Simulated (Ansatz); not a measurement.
# ClH₅N₂OTi: one molecule under many settings

How do the results and run time of ClH₅N₂OTi respond when the settings are drawn wide?

Program: Ansatz 0.2.0, Gaussian basis. Level of theory: the settings change from run to run. These are calculated values, not measurements.

## Step 1: The relaxed structure

The geometry comes from an earlier relaxation with PBE0-D4 in a triple-zeta def2 set; it is a stationary point, not always the lowest conformer.

SMILES `[NH2][Ti]([NH2])([OH])[Cl]`, 10 atoms, charge 0, spin multiplicity 1.

Atoms are counted from 1 here; the program's logs count them from 0.

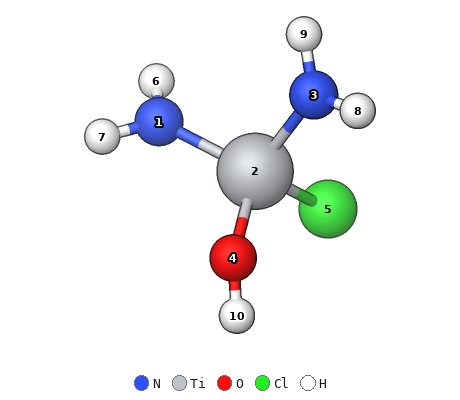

The geometry (nitrogen blue, titanium light grey, oxygen red, chlorine green, hydrogen white); atoms are numbered from 1 in the order of the file.

As a file:

```xyz
10

N    -1.5213   -0.0990   -0.6660
Ti    0.1587    0.3421    0.0185
N     0.6567   -0.9982    1.2270
O     1.3665    0.4381   -1.2931
Cl    0.0268    2.3035    1.0798
H    -2.3838    0.0250   -0.1524
H    -1.7137   -0.3653   -1.6213
H     1.6155   -1.1596    1.5037
H     0.0489   -1.6937    1.6333
H     1.8287    1.1563   -1.7266
```

## Step 2: BHLYP/cc-pVDZ

This run has charge -1, multiplicity 2, atoms shaken by 0.15 Å, density fitting with def2-universal-jkfit, a point charge of 0.50 e beside it, D3(BJ) with three-body dispersion, the search for lower states set to off.

in.yaml

```yaml
crystal:
  periodic: [false, false, false]
  atoms:
    - {symbol: N, position_ang: [-1.448887, 0.054258, -0.728605]}
    - {symbol: Ti, position_ang: [0.308419, 0.366325, 0.090166]}
    - {symbol: N, position_ang: [0.828229, -0.940709, 1.282829]}
    - {symbol: O, position_ang: [1.251407, 0.543172, -1.021870]}
    - {symbol: Cl, position_ang: [0.247081, 2.262330, 0.997922]}
    - {symbol: H, position_ang: [-2.341032, 0.262021, -0.419843]}
    - {symbol: H, position_ang: [-1.962027, -0.132602, -1.624442]}
    - {symbol: H, position_ang: [1.271845, -1.017105, 1.644993]}
    - {symbol: H, position_ang: [-0.085735, -1.575996, 1.534092]}
    - {symbol: H, position_ang: [1.826402, 1.114412, -1.665787]}
basis:
  gaussian: {orbitals: cc-pVDZ, fitting: {mean_field: def2-universal-jkfit}, point_charges: [{charge: 0.50, position_ang: [4.391, -0.330, -0.216]}]}
total_charge: -1
magnetization: {spin_polarized: true, initial_magnetization: 1}
hamiltonian: {xc: {name: BHLYP}, dispersion: d3bjatm}
scf: {lower_state_search: off}
output: {forces: true}
```

Run with:

```
> ansatz run in.yaml --threads 4 --pin off --events-out ev --progress --plain --max-ram 10444MiB
```

What it wrote (excerpt; [...] marks lines left out):

```text
Functional definition: BHLYP
  name "BHLYP"
  cite "Becke, J. Chem. Phys. 98, 1372 (1993) doi:10.1063/1.464304"
  cite "Becke, Phys. Rev. A 38, 3098 (1988) doi:10.1103/PhysRevA.38.3098"
  cite "Lee, Yang & Parr, Phys. Rev. B 37, 785 (1988) doi:10.1103/PhysRevB.37.785"
[...]
713 factors; integrals over basis functions are off by at most 2.5e-1 eV
[...]
mean field -40733.38229290 eV, -1496.9241891859 hartree, gradient 4.7e-6 eV, S^2 0.750595; 0 other end points of the search recorded, 0 dependent functions left out
[...]
reference -40733.38248581 eV, -1496.9241962751 hartree; 34, 33 occupied and 94, 95 virtual orbitals, 713 factors
Total energy: -40733.75451879 eV, -1496.9378682352 hartree
Atom 0 at    -1.448887     0.054258    -0.728605 Å, force     0.286905    -0.962402    -2.294699 eV/Å
Atom 1 at     0.308419     0.366325     0.090166 Å, force   -11.547658    -3.599597     9.306405 eV/Å
Atom 2 at     0.828229    -0.940709     1.282829 Å, force   -81.732827    10.805715   -62.483539 eV/Å
Atom 3 at     1.251407     0.543172    -1.021870 Å, force    11.546251     2.853868   -13.415281 eV/Å
Atom 4 at     0.247081     2.262330     0.997922 Å, force    -0.102313     2.857005     1.520014 eV/Å
Atom 5 at    -2.341032     0.262021    -0.419843 Å, force    -1.922576     1.118119     3.135664 eV/Å
Atom 6 at    -1.962027    -0.132602    -1.624442 Å, force     2.518942    -0.256217    -0.215268 eV/Å
Atom 7 at     1.271845    -1.017105     1.644993 Å, force    78.652941   -14.143938    64.127051 eV/Å
Atom 8 at    -0.085735    -1.575996     1.534092 Å, force     3.539075     2.273496    -0.720304 eV/Å
Atom 9 at     1.826402     1.114412    -1.665787 Å, force    -0.583867    -1.094043     1.037075 eV/Å
Dipole moment:    -1.999395     0.102429     0.250912 e Å
Checks for a lower state left out: stability, starts, cluster_reference, orbital_swaps, neighbouring_geometries, increment
```

It took 2 s on 4 threads of Intel Xeon Platinum 8488C, shared host.

Largest force 103.447 eV/Å, ⟨S²⟩ 0.751.

## Step 3: SVWN5/ANO-RCC-VTZP

Set apart from the defaults: charge -1, multiplicity 2, restricted open-shell orbitals, atoms shaken by 0.03 Å.

in.yaml

```yaml
crystal:
  periodic: [false, false, false]
  atoms:
    - {symbol: N, position_ang: [-1.469203, -0.092323, -0.671758]}
    - {symbol: Ti, position_ang: [0.187144, 0.305492, 0.010653]}
    - {symbol: N, position_ang: [0.620149, -0.998919, 1.241438]}
    - {symbol: O, position_ang: [1.316309, 0.435208, -1.274551]}
    - {symbol: Cl, position_ang: [0.067314, 2.327689, 1.103392]}
    - {symbol: H, position_ang: [-2.374348, 0.029408, -0.155369]}
    - {symbol: H, position_ang: [-1.708112, -0.383989, -1.610177]}
    - {symbol: H, position_ang: [1.637850, -1.117435, 1.472577]}
    - {symbol: H, position_ang: [0.007483, -1.674880, 1.646507]}
    - {symbol: H, position_ang: [1.801716, 1.152869, -1.695401]}
basis:
  gaussian: {orbitals: ANO-RCC-VTZP}
total_charge: -1
magnetization: {spin_polarized: false, initial_magnetization: 1}
hamiltonian: {xc: {name: SVWN5}}
```

Same command.

What it wrote (excerpt; [...] marks lines left out):

```text
Functional definition: SVWN5
  name "SVWN5"
  cite "Dirac, Proc. Camb. Phil. Soc. 26, 376 (1930) doi:10.1017/S0305004100016108"
  cite "Slater, Phys. Rev. 81, 385 (1951) doi:10.1103/PhysRev.81.385"
  cite "Vosko, Wilk & Nusair, Can. J. Phys. 58, 1200 (1980) doi:10.1139/p80-159"
[...]
1817 factors; their error is unknown
[...]
mean field -40779.92984696 eV, -1498.6347802467 hartree, gradient 7.1e-6 eV, S^2 0.750000; 12 other end points of the search recorded, 0 dependent functions left out
reference -40779.92989392 eV, -1498.6347819724 hartree; 34, 33 occupied and 219, 220 virtual orbitals, 1817 factors
Total energy: -40779.92989392 eV, -1498.6347819724 hartree
Relativity: scalar
```

Run time: 21 s. Hardware: 4 threads of Intel Xeon Platinum 8488C, shared host; peak memory 0.93 GiB.

## Step 4: revPBE0/def2-TZVPP

Options: a grid of angular degree 11, D4 dispersion, high accuracy.

in.yaml

```yaml
crystal:
  periodic: [false, false, false]
  atoms:
    - {symbol: N, position_ang: [-1.521322, -0.099029, -0.665992]}
    - {symbol: Ti, position_ang: [0.158744, 0.342099, 0.018497]}
    - {symbol: N, position_ang: [0.656657, -0.998181, 1.226952]}
    - {symbol: O, position_ang: [1.366509, 0.438056, -1.293146]}
    - {symbol: Cl, position_ang: [0.026818, 2.303453, 1.079816]}
    - {symbol: H, position_ang: [-2.383758, 0.025036, -0.152387]}
    - {symbol: H, position_ang: [-1.713654, -0.365312, -1.621266]}
    - {symbol: H, position_ang: [1.615545, -1.159620, 1.503750]}
    - {symbol: H, position_ang: [0.048938, -1.693690, 1.633297]}
    - {symbol: H, position_ang: [1.828722, 1.156286, -1.726622]}
basis:
  gaussian: {orbitals: def2-TZVPP, final_grid: {core_spheres: 5, valence_spheres: 4, degree: 11}}
hamiltonian: {xc: {name: revPBE0}, dispersion: d4}
accuracy: high
output: {forces: true}
```

Same command.

What it wrote (excerpt; [...] marks lines left out):

```text
Functional definition: revPBE0
  name "revPBE0"
  cite "Zhang & Yang, Phys. Rev. Lett. 80, 890 (1998) doi:10.1103/PhysRevLett.80.890"
  cite "Adamo & Barone, J. Chem. Phys. 110, 6158 (1999) doi:10.1063/1.478522"
  cite "Perdew, Burke & Ernzerhof, Phys. Rev. Lett. 77, 3865 (1996) doi:10.1103/PhysRevLett.77.3865"
[...]
4715 factors; integrals over basis functions are off by at most 4.6e-8 eV
[...]
mean field -40746.91202540 eV, -1497.4213976846 hartree, gradient 8.4e-8 eV, S^2 0.000000; 0 other end points of the search recorded, 0 dependent functions left out
[...]
reference -40746.91202976 eV, -1497.4213978446 hartree; 33, 33 occupied and 236, 236 virtual orbitals, 4715 factors
Total energy: -40747.45556443 eV, -1497.4413723756 hartree
Atom 0 at    -1.521322    -0.099029    -0.665992 Å, force    -0.271946    -0.113900     0.027941 eV/Å
Atom 1 at     0.158744     0.342099     0.018497 Å, force     0.052100     0.000527     0.018857 eV/Å
Atom 2 at     0.656657    -0.998181     1.226952 Å, force     0.098248    -0.023368     0.131365 eV/Å
Atom 3 at     1.366509     0.438056    -1.293146 Å, force     0.087290     0.054046    -0.128486 eV/Å
Atom 4 at     0.026818     2.303453     1.079816 Å, force    -0.001899     0.066329     0.007961 eV/Å
Atom 5 at    -2.383758     0.025036    -0.152387 Å, force     0.108026    -0.029955    -0.061431 eV/Å
Atom 6 at    -1.713654    -0.365312    -1.621266 Å, force     0.057774     0.098924     0.028091 eV/Å
Atom 7 at     1.615545    -1.159620     1.503750 Å, force    -0.067816    -0.031579     0.009813 eV/Å
Atom 8 at     0.048938    -1.693690     1.633297 Å, force    -0.017666     0.014816    -0.056041 eV/Å
Atom 9 at     1.828722     1.156286    -1.726622 Å, force    -0.044112    -0.035839     0.021928 eV/Å
Dipole moment:    -0.076221    -0.385786    -0.237778 e Å
```

Wall time 16 s (4 threads of Intel Xeon Platinum 8488C, shared host); peak memory 2.2 GiB.

Largest force 0.296 eV/Å, dipole 2.21 D.

## Step 5: wB97M-V/def2-mTZVPP

Set apart from the defaults: unrestricted orbitals, a point charge of -1.00 e beside it.

in.yaml: that of step 4 with these lines changed.

```diff
@@ -14,5 +14,5 @@
 basis:
-  gaussian: {orbitals: def2-TZVPP, final_grid: {core_spheres: 5, valence_spheres: 4, degree: 11}}
-hamiltonian: {xc: {name: revPBE0}, dispersion: d4}
-accuracy: high
+  gaussian: {orbitals: def2-mTZVPP, point_charges: [{charge: -1.00, position_ang: [5.045, -0.779, -0.542]}]}
+magnetization: {spin_polarized: true, initial_magnetization: 0}
+hamiltonian: {xc: {name: wB97M-V}}
 output: {forces: true}
```

The command is unchanged.

What it wrote (excerpt; [...] marks lines left out):

```text
Functional definition: wB97M-V
  name "wB97M-V"
  cite "Mardirossian & Head-Gordon, J. Chem. Phys. 144, 214110 (2016) doi:10.1063/1.4952647"
  cite "Becke, J. Chem. Phys. 107, 8554 (1997) doi:10.1063/1.475007"
  cite "Vydrov & Van Voorhis, J. Chem. Phys. 133, 244103 (2010) doi:10.1063/1.3521275"
  # Of w^i u^j: cxij and so on, Table III.
[...]
  gx(w, u) = 1 - cx + cx01*u + cx10*w
  gss(w, u) = css00 + css04*u^4 + css10*w + css20*w^2 + css43*w^4*u^3
  gos(w, u) = cos00 + cos10*w + (cos20 + cos21*u)*w^2 + (cos60 + cos61*u)*w^6
[...]
      + integral(e_c_pw_mod_opposite_spin*gos(b97_w_opposite, b97_u_opposite)) + vv10(b, c)
1387 factors; their error is unknown
354 factors; integrals over basis functions are off by at most 8.4e-6 eV
[...]
Atom 0 at    -1.521322    -0.099029    -0.665992 Å, force    -0.471814    -0.096033    -0.183620 eV/Å
Atom 1 at     0.158744     0.342099     0.018497 Å, force     1.015614    -0.298984    -0.230566 eV/Å
Atom 2 at     0.656657    -0.998181     1.226952 Å, force    -0.199982     0.025681     0.143062 eV/Å
Atom 3 at     1.366509     0.438056    -1.293146 Å, force    -0.689346    -0.056838     0.180870 eV/Å
Atom 4 at     0.026818     2.303453     1.079816 Å, force    -0.135769     0.431656     0.223721 eV/Å
Atom 5 at    -2.383758     0.025036    -0.152387 Å, force    -0.009807    -0.003696    -0.013020 eV/Å
Atom 6 at    -1.713654    -0.365312    -1.621266 Å, force    -0.000831    -0.004000     0.000387 eV/Å
Atom 7 at     1.615545    -1.159620     1.503750 Å, force     0.216090    -0.002874    -0.161768 eV/Å
Atom 8 at     0.048938    -1.693690     1.633297 Å, force    -0.019981    -0.018965    -0.011417 eV/Å
Atom 9 at     1.828722     1.156286    -1.726622 Å, force     0.343933    -0.005190     0.019459 eV/Å
Dipole moment:     0.244992    -0.499825    -0.307721 e Å
```

It took 10 s on 4 threads of Intel Xeon Platinum 8488C, shared host; peak memory 0.97 GiB.

Largest force 1.084 eV/Å, dipole 3.05 D, ⟨S²⟩ 0.000.

## Step 6: RPA/pcseg-2

in.yaml: that of step 5 with these lines changed.

```diff
@@ -14,5 +14,4 @@
 basis:
-  gaussian: {orbitals: def2-mTZVPP, point_charges: [{charge: -1.00, position_ang: [5.045, -0.779, -0.542]}]}
-magnetization: {spin_polarized: true, initial_magnetization: 0}
-hamiltonian: {xc: {name: wB97M-V}}
-output: {forces: true}
+  gaussian: {orbitals: pcseg-2}
+hamiltonian: {xc: {name: r2SCAN}}
+correlation: {method: rpa}
```

The command is unchanged.

What it wrote (excerpt; [...] marks lines left out):

```text
Functional definition: r2SCAN
  name "r2SCAN"
  cite "Furness, Kaplan, Ning, Perdew & Sun, J. Phys. Chem. Lett. 11, 8208 (2020) doi:10.1021/acs.jpclett.0c02405"
  cite "Furness, Kaplan, Ning, Perdew & Sun, J. Phys. Chem. Lett. 11, 9248 (2020) doi:10.1021/acs.jpclett.0c03077"
  parent r2scan
[...]
1618 factors; integrals over basis functions are off by at most 1.0e-3 eV
[...]
mean field -40751.13073959 eV, -1497.5764325715 hartree, gradient 2.8e-6 eV, S^2 0.000000; 0 other end points of the search recorded, 0 dependent functions left out
13 core orbitals not correlated: weight in the atoms' cores, before any rotation towards them, 1.000 or more for the frozen orbitals, at most 0.000 for the correlated occupied ones
reference -40674.70170012 eV, -1494.7677171763 hartree; 20, 20 occupied and 217, 217 virtual orbitals, 1618 factors
Total energy: -40727.43388820 eV, -1496.7055893451 hartree
```

Wall time 9.5 s (4 threads of Intel Xeon Platinum 8488C, shared host); peak memory 0.75 GiB.

## Step 7: r2SCAN0/ANO-RCC-VTZP

Set apart from the defaults: charge -1, multiplicity 2, coordinates scaled by 0.96, D4 dispersion.

in.yaml

```yaml
crystal:
  periodic: [false, false, false]
  atoms:
    - {symbol: N, position_ang: [-1.460469, -0.095068, -0.639353]}
    - {symbol: Ti, position_ang: [0.152394, 0.328415, 0.017757]}
    - {symbol: N, position_ang: [0.630391, -0.958254, 1.177874]}
    - {symbol: O, position_ang: [1.311848, 0.420534, -1.241420]}
    - {symbol: Cl, position_ang: [0.025745, 2.211315, 1.036624]}
    - {symbol: H, position_ang: [-2.288408, 0.024035, -0.146291]}
    - {symbol: H, position_ang: [-1.645108, -0.350699, -1.556416]}
    - {symbol: H, position_ang: [1.550923, -1.113235, 1.443600]}
    - {symbol: H, position_ang: [0.046981, -1.625943, 1.567965]}
    - {symbol: H, position_ang: [1.755573, 1.110035, -1.657557]}
basis:
  gaussian: {orbitals: ANO-RCC-VTZP}
total_charge: -1
magnetization: {spin_polarized: true, initial_magnetization: 1}
hamiltonian: {xc: {name: r2SCAN0}, dispersion: d4}
output: {forces: true}
```

Launched as before.

What it wrote (excerpt; [...] marks lines left out):

```text
Functional definition: r2SCAN0
  name "r2SCAN0"
  cite "Bursch, Neugebauer, Ehlert & Grimme, J. Chem. Phys. 156, 134105 (2022) doi:10.1063/5.0086040"
  cite "Furness, Kaplan, Ning, Perdew & Sun, J. Phys. Chem. Lett. 11, 8208 (2020) doi:10.1021/acs.jpclett.0c02405"
  cite "Furness, Kaplan, Ning, Perdew & Sun, J. Phys. Chem. Lett. 11, 9248 (2020) doi:10.1021/acs.jpclett.0c03077"
  parent r2scan
[...]
1960 factors; their error is unknown
[...]
mean field -40908.45685136 eV, -1503.3580605395 hartree, gradient 7.7e-6 eV, S^2 0.750677; 10 other end points of the search recorded, 0 dependent functions left out
[...]
reference -40908.45688158 eV, -1503.3580616500 hartree; 34, 33 occupied and 219, 220 virtual orbitals, 1960 factors
Total energy: -40908.54132065 eV, -1503.3611647288 hartree
Relativity: scalar
Atom 0 at    -1.460469    -0.095068    -0.639353 Å, force    -0.243934    -0.244182    -0.012237 eV/Å
Atom 1 at     0.152394     0.328415     0.017757 Å, force    -0.184260     0.299018     0.154297 eV/Å
Atom 2 at     0.630391    -0.958254     1.177874 Å, force     0.195370    -0.186887     0.417024 eV/Å
Atom 3 at     1.311848     0.420534    -1.241420 Å, force     0.444983    -1.590370    -0.543403 eV/Å
Atom 4 at     0.025745     2.211315     1.036624 Å, force    -0.036408     1.941680     1.005354 eV/Å
Atom 5 at    -2.288408     0.024035    -0.146291 Å, force    -1.585897     0.162129     0.949311 eV/Å
Atom 6 at    -1.645108    -0.350699    -1.556416 Å, force    -0.384194    -0.556023    -1.897190 eV/Å
Atom 7 at     1.550923    -1.113235     1.443600 Å, force     1.716859    -0.315323     0.477403 eV/Å
Atom 8 at     0.046981    -1.625943     1.567965 Å, force    -1.233088    -1.383763     0.786926 eV/Å
Atom 9 at     1.755573     1.110035    -1.657557 Å, force     1.310569     1.873720    -1.337484 eV/Å
Dipole moment:    -0.130338     0.081743     0.705755 e Å
```

Run time: 2 min. Hardware: 4 threads of Intel Xeon Platinum 8488C, shared host; peak memory 2 GiB.

Largest force 2.649 eV/Å, ⟨S²⟩ 0.751.

## Step 8: HF/def2-TZVPP

in.yaml

```yaml
crystal:
  periodic: [false, false, false]
  atoms:
    - {symbol: N, position_ang: [-1.521322, -0.099029, -0.665992]}
    - {symbol: Ti, position_ang: [0.158744, 0.342099, 0.018497]}
    - {symbol: N, position_ang: [0.656657, -0.998181, 1.226952]}
    - {symbol: O, position_ang: [1.366509, 0.438056, -1.293146]}
    - {symbol: Cl, position_ang: [0.026818, 2.303453, 1.079816]}
    - {symbol: H, position_ang: [-2.383758, 0.025036, -0.152387]}
    - {symbol: H, position_ang: [-1.713654, -0.365312, -1.621266]}
    - {symbol: H, position_ang: [1.615545, -1.159620, 1.503750]}
    - {symbol: H, position_ang: [0.048938, -1.693690, 1.633297]}
    - {symbol: H, position_ang: [1.828722, 1.156286, -1.726622]}
basis:
  gaussian: {orbitals: def2-TZVPP}
hamiltonian: {xc: {name: HF}}
output: {forces: true}
```

Launched as before.

What it wrote (excerpt; [...] marks lines left out):

```text
Functional definition: HF
  name "HF"
  cite "Fock, Z. Phys. 61, 126 (1930) doi:10.1007/BF01340294"
  parent pbe
[...]
1813 factors; their error is unknown
[...]
mean field -40677.13641720 eV, -1494.8571913787 hartree, gradient 2.4e-5 eV, S^2 0.000000; 0 other end points of the search recorded, 0 dependent functions left out
[...]
reference -40677.13641720 eV, -1494.8571913787 hartree; 33, 33 occupied and 236, 236 virtual orbitals, 1813 factors
Total energy: -40677.13641720 eV, -1494.8571913787 hartree
Atom 0 at    -1.521322    -0.099029    -0.665992 Å, force    -0.737036    -0.031059    -0.329875 eV/Å
Atom 1 at     0.158744     0.342099     0.018497 Å, force     0.036855    -0.481783    -0.154959 eV/Å
Atom 2 at     0.656657    -0.998181     1.226952 Å, force     0.293825    -0.568922     0.420818 eV/Å
Atom 3 at     1.366509     0.438056    -1.293146 Å, force     0.550328     0.934847    -0.494407 eV/Å
Atom 4 at     0.026818     2.303453     1.079816 Å, force    -0.016214     0.467137     0.212124 eV/Å
Atom 5 at    -2.383758     0.025036    -0.152387 Å, force     0.530330    -0.095161    -0.376970 eV/Å
Atom 6 at    -1.713654    -0.365312    -1.621266 Å, force     0.098391     0.149096     0.638270 eV/Å
Atom 7 at     1.615545    -1.159620     1.503750 Å, force    -0.635726     0.074419    -0.130544 eV/Å
Atom 8 at     0.048938    -1.693690     1.633297 Å, force     0.419695     0.440290    -0.266022 eV/Å
Atom 9 at     1.828722     1.156286    -1.726622 Å, force    -0.540448    -0.888864     0.481564 eV/Å
Dipole moment:    -0.073551    -0.355240    -0.229149 e Å
```

It took 3.9 s on 4 threads of Intel Xeon Platinum 8488C, shared host; peak memory 0.99 GiB.

Largest force 1.192 eV/Å, dipole 2.06 D.

## Step 9: HF/def2-mTZVPP

in.yaml: that of step 8 with these lines changed.

```diff
@@ -14,3 +14,3 @@
 basis:
-  gaussian: {orbitals: def2-TZVPP}
+  gaussian: {orbitals: def2-mTZVPP}
 hamiltonian: {xc: {name: HF}}
```

Same command.

What it wrote (excerpt; [...] marks lines left out):

```text
Functional definition: HF
  name "HF"
  cite "Fock, Z. Phys. 61, 126 (1930) doi:10.1007/BF01340294"
  parent pbe
[...]
1468 factors; integrals over basis functions are off by at most 1.2e-3 eV
[...]
mean field -40676.33063883 eV, -1494.8275795698 hartree, gradient 1.5e-5 eV, S^2 0.000000; 0 other end points of the search recorded, 0 dependent functions left out
[...]
reference -40676.33063883 eV, -1494.8275795698 hartree; 33, 33 occupied and 124, 124 virtual orbitals, 1468 factors
Total energy: -40676.33063883 eV, -1494.8275795698 hartree
Atom 0 at    -1.521322    -0.099029    -0.665992 Å, force    -0.784191    -0.085583    -0.339233 eV/Å
Atom 1 at     0.158744     0.342099     0.018497 Å, force    -0.053853    -0.418441    -0.048930 eV/Å
Atom 2 at     0.656657    -0.998181     1.226952 Å, force     0.308140    -0.604618     0.464132 eV/Å
Atom 3 at     1.366509     0.438056    -1.293146 Å, force     0.653995     0.754507    -0.623752 eV/Å
Atom 4 at     0.026818     2.303453     1.079816 Å, force    -0.024582     0.545847     0.260497 eV/Å
Atom 5 at    -2.383758     0.025036    -0.152387 Å, force     0.482369    -0.071685    -0.339355 eV/Å
Atom 6 at    -1.713654    -0.365312    -1.621266 Å, force     0.098032     0.141960     0.573496 eV/Å
Atom 7 at     1.615545    -1.159620     1.503750 Å, force    -0.572312     0.073129    -0.120418 eV/Å
Atom 8 at     0.048938    -1.693690     1.633297 Å, force     0.372187     0.398382    -0.254856 eV/Å
Atom 9 at     1.828722     1.156286    -1.726622 Å, force    -0.479784    -0.733498     0.428420 eV/Å
Dipole moment:    -0.076295    -0.381518    -0.237304 e Å
```

Wall time 2 s (4 threads of Intel Xeon Platinum 8488C, shared host).

Largest force 1.177 eV/Å, dipole 2.19 D.

## Step 10: All runs side by side

| level | charge | multiplicity | geometry | functions | energy (eV) | time |
| --- | --- | --- | --- | --- | --- | --- |
| BHLYP/cc-pVDZ | -1 | 2 | shaken, point charge | 128 | -40733.755 | 2 s |
| SVWN5/ANO-RCC-VTZP | -1 | 2 | shaken | 253 | -40779.930 | 21 s |
| revPBE0/def2-TZVPP | 0 | 1 | relaxed | 269 | -40747.456 | 16 s |
| wB97M-V/def2-mTZVPP | 0 | 1 | relaxed, point charge | 157 | -40749.772 | 10 s |
| RPA/pcseg-2 | 0 | 1 | relaxed | 250 | -40727.434 | 9.5 s |
| r2SCAN0/ANO-RCC-VTZP | -1 | 2 | scaled | 253 | -40908.541 | 2 min |
| HF/def2-TZVPP | 0 | 1 | relaxed | 269 | -40677.136 | 3.9 s |
| HF/def2-mTZVPP | 0 | 1 | relaxed | 157 | -40676.331 | 2 s |

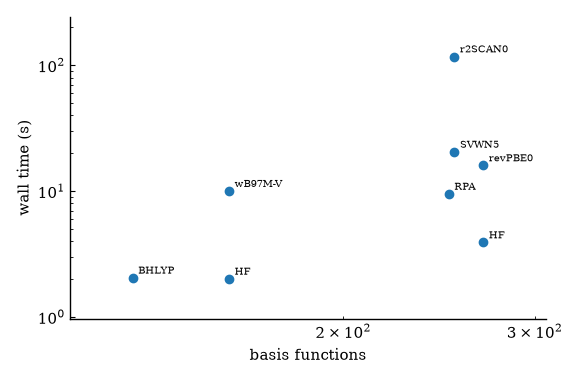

Wall time against the number of basis functions (shared host).

## Step 11: What came out

| quantity | value |
| --- | --- |
| runs | 8 |
| quickest | HF/def2-mTZVPP, 2 s |
| slowest | r2SCAN0/ANO-RCC-VTZP, 2 min |
| spread of total energies, same state and geometry | 71.1 eV |
| dipole, same state and geometry | 2.06 to 2.21 D |

r2SCAN0/ANO-RCC-VTZP took 58 times as long as HF/def2-mTZVPP. The jobs differ in tasks and options as well as level. Total energies at one charge and spin differ by 71 eV between levels, so only differences within one level mean anything. At the PBE0-D4/def2-TZVP geometry and in the same state, the sound runs without point charges leave forces up to 1.19 eV/Å (HF/def2-TZVPP). At that geometry and state the dipole changes by 7 % between the lowest and highest value.
